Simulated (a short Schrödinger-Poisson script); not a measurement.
Structure: gated Al0.2Ga0.8N/GaN polarisation-induced gas, at 300 K.

```
layer     material  thickness (nm)  Na (cm⁻³)
-----  -----------  --------------  ---------
1      Al0.2Ga0.8N              10          -
2              GaN            6000       3e15
```

Constants are typed, rounded textbook-type inputs, not results; the design itself was drawn at random and stands for no fabricated device. Al0.2Ga0.8N: permittivity 9.38, conduction-band edge (eV) 0.262, gap (eV) 3.804, electron mass (mₑ) 0.224, Nv at 300 K (cm⁻³) 4.6e19. GaN: permittivity 9.5, conduction-band edge (eV) 0, gap (eV) 3.43, Nv at 300 K (cm⁻³) 4.6e19.

Channel valleys (confinement mass, in-plane density-of-states mass, number): Γ 0.2, 0.2, 1. At the gate the conduction-band edge of layer 1 lies 1.3 eV − eVg above the Fermi level of the channel; the field vanishes at the back. Sheet of polarisation charge: +9.4e12 e/cm² at 10 nm from the gate. The barrier under the gate holds no holes. Gaps are held at their typed values at every temperature. Mesh 0.08 nm at interfaces.

Solved with a short Schrödinger-Poisson script written for these runs: 1D Poisson equation in equilibrium, electrons quantum, Hartree (BenDaniel-Duke, 40 states a valley, the channel's in-plane mass for all, wave functions free to enter the barrier), parabolic valleys, classical holes, full ionisation, no traps, pinning or gate leakage.

Only gate voltages with over 1e8 electrons/cm² are shown.

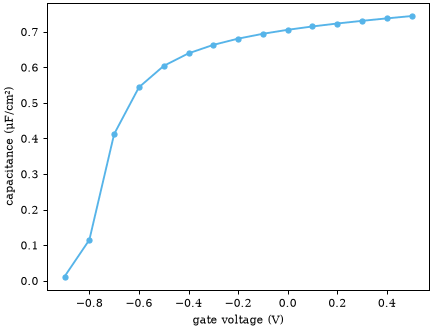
Quasi-static capacitance against gate voltage

| Vg (V) | electrons (cm⁻²) | in the channel layer | C (μF/cm²) | Γ E0 (meV) | Γ E1 (meV) |
|---|---|---|---|---|---|
| 0.5 | 5.20e12 | 4.80e12 | 0.744 | -50.8 | 35.1 |
| 0.4 | 4.73e12 | 4.41e12 | 0.738 | -45.1 | 37.6 |
| 0.3 | 4.28e12 | 4.01e12 | 0.731 | -39.3 | 40.1 |
| 0.2 | 3.82e12 | 3.61e12 | 0.723 | -33.2 | 42.7 |
| 0.1 | 3.37e12 | 3.21e12 | 0.715 | -26.8 | 45.5 |
| 0 | 2.93e12 | 2.81e12 | 0.705 | -20.2 | 48.5 |
| -0.1 | 2.49e12 | 2.40e12 | 0.694 | -13.0 | 51.8 |
| -0.2 | 2.07e12 | 2.00e12 | 0.681 | -5.2 | 55.6 |
| -0.3 | 1.65e12 | 1.60e12 | 0.663 | 3.5 | 60.1 |
| -0.4 | 1.24e12 | 1.21e12 | 0.639 | 13.7 | 65.8 |
| -0.5 | 8.51e11 | 8.37e11 | 0.604 | 26.2 | 73.5 |
| -0.6 | 4.91e11 | 4.86e11 | 0.544 | 43.2 | 85.3 |
| -0.7 | 1.88e11 | 1.86e11 | 0.412 | 70.8 | 107.6 |
| -0.8 | 2.12e10 | 2.11e10 | 0.115 | 129.0 | 162.2 |
| -0.9 | 5.79e8 | 5.75e8 | 0.0117 | 222.5 | 254.9 |

Subbands count from the Fermi level.
